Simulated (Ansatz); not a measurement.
The crystal is CsH (rocksalt (001) film, 3 layers).

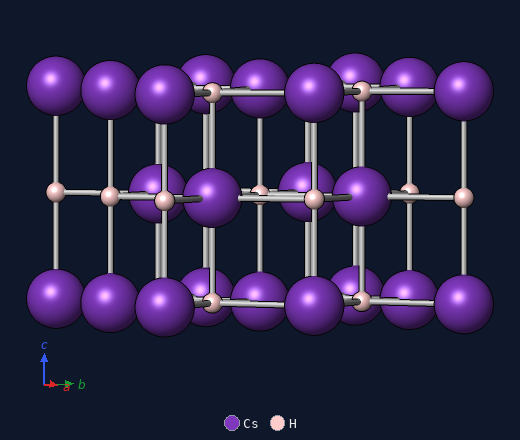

The structure (caesium purple, hydrogen pink). 2×2×1 cells are drawn. Some periodic images of atoms are drawn too.

The cell holds 6 atoms: 3 Cs and 3 H. Cell: a = 4.509 Å, b = 4.509 Å, c = 35.300 Å, α = 90.0°, β = 90.0°, γ = 90.0°. It derives from CsH. Vacuum lies along c.

```xyz
6
Lattice="4.5085 0.0000 0.0000 0.0000 4.5085 0.0000 0.0000 0.0000 35.3000" Properties=species:S:1:pos:R:3
Cs    0.0000    0.0000   14.6324
H     2.2543    2.2543   14.6696
Cs    2.2543    2.2543   17.6500
H     0.0000    0.0000   17.6500
Cs    0.0000    0.0000   20.6676
H     2.2543    2.2543   20.6304
```

The structure was relaxed with LDA (ions only). The runs that relaxed it are not among those shown. Spin-orbit coupling is left out unless a run names it. PAW set soft_2, made with PBE.

Gaps computed with Ansatz 0.2.0 without a self-energy: LDA 2.13 eV and HSE06 3.20 eV.

**Question.** What gap should G0W0 on LDA give (4×4×1 mesh, 491 empty bands, screening to 45 eV, default PAW files)?

About 4.38 eV: on its mesh the run moves the gap from 2.13 eV by +2.25 eV. A band edge moves to another state on the way. Among the scalar-relativistic levels given, HSE06 is nearest (−1.18 eV). Bands and cutoff are finite, so the gap is not at the basis limit. The miss can reach some tenths of an eV and take either sign; the mesh is an error of its own. In a film the band edges may be surface states, so its gap need not approach the bulk's. At these cutoffs the gaps of films stand short of the band limit, often by tenths of an eV, while the trend with thickness is less touched. The mesh in the plane is coarse for a sheet; gap and any exciton binding can still move on denser ones. The many-body steps are scalar-relativistic: spin-orbit coupling is not in them.

[Paths, hosts, dates, memory and timing lines, banners, echoed tables and standing remarks are left out of the program output.]

[Logs are printed without paths, hosts, clocks, repeated set-up lines and the standing remarks that a program may print on its own settings, such as how far it seeks lower states.]

[Runs of the session that timed out or met a known fault of the program may be left out.]

[Cells called generated may have been cut or substituted from an entry of the Crystallography Open Database or the Materials Project.]

[Hosts, paths, dates, database ids (printed as entryN), source tags and the programs' standing remarks are cut or masked in the printed files.]
